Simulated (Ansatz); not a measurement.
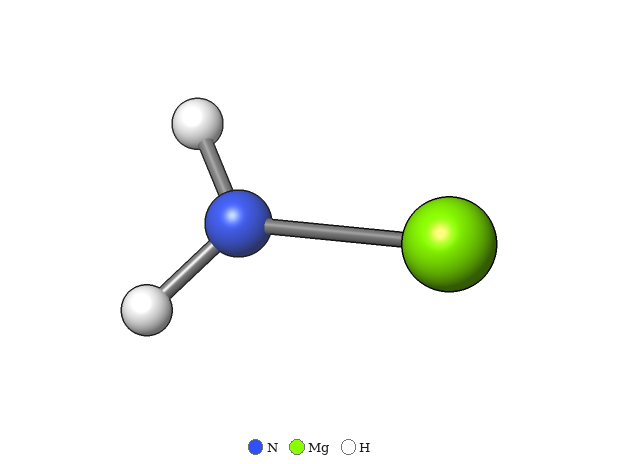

Ball-and-stick drawing of a structure.

Charge 0, doublet. The geometry was computed by an optimisation with PBE0-D4/def2-TZVP.

> What is the molecular formula?

H₂MgN, 4 atoms: 2 hydrogen, 1 magnesium and 1 nitrogen.

> Count the bonded pairs by element.

2 N–H, 1 Mg–N.

More results for the same structure follow; atom numbers are the same in all pictures, views and colours differ.

Geometry

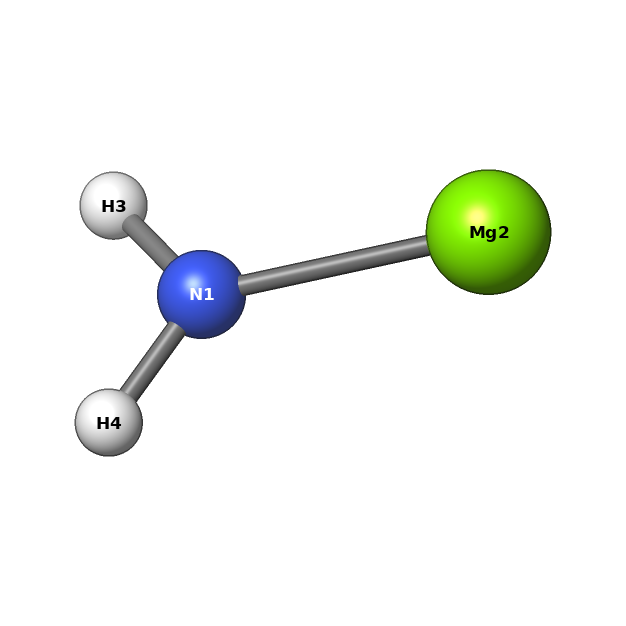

The atoms are numbered.

> What is the geometry at N1?

N1 has 3 neighbours (Mg2 at 1.90, H3 at 1.01, H4 at 1.01 Å); the arrangement is trigonal planar.

Vibrations

Harmonic vibrations computed with UKS PBE0-D4/def2-TZVP (Ansatz 0.2.0) at a stationary point of the same level.

> How many vibrational modes are there, and where do they lie?

6 modes: 224, 470, 672, 1541, 3563, 3651 cm⁻¹.

Electronic properties

Method: UKS SPW92 (LDA)/def2-TZVPP (Ansatz 0.2.0).

> What is the ⟨S²⟩ of the determinant?

0.751.

> Estimate the HOMO energy (Kohn–Sham orbital).

−4.32 eV.

Dipole moment

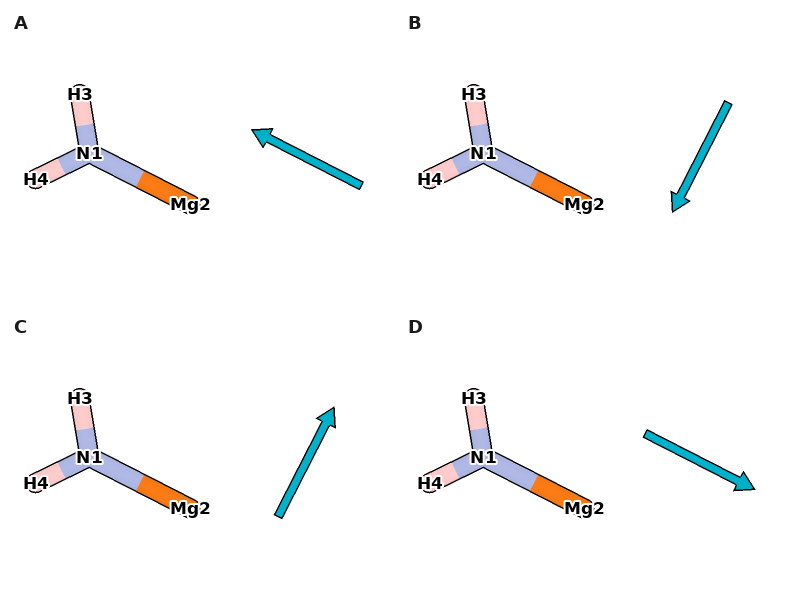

The same molecule four times, each with an arrow. Level of theory: UKS r2SCAN-D4/def2-TZVPP (Ansatz 0.2.0).

> Which arrow points along the dipole moment, from the negative to the positive end?

D. The dipole moment is 0.82 D; it points from the side of H3, H4 to the side of Mg2 (the outermost atoms at the two ends).

Thermal motion

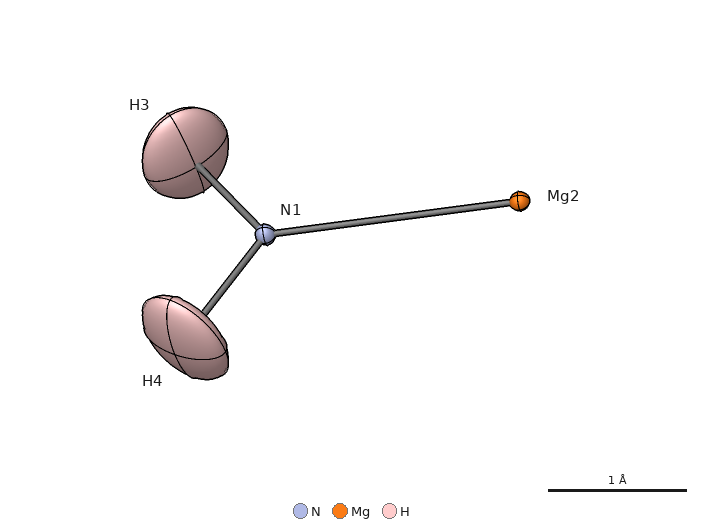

Displacement ellipsoids at the 50 % level, enlarged 1.5 times, from the internal vibrations of the free molecule (harmonic, no overall translation or rotation; no half-axis is drawn under 0.075 Å). Vibrations computed with UKS PBE0-D4/def2-TZVP (Ansatz 0.2.0). Temperature: 200 K.

List U_eq and the three principal root-mean-square amplitudes for each kind of atom.

```tsv
atom	U_eq (Å²)	rms amplitudes (Å)
N1	0.0010	0.020, 0.032, 0.040
Mg2	0.00016	0.006, 0.006, 0.020
H3, H4	0.0237	0.068, 0.148, 0.211
```
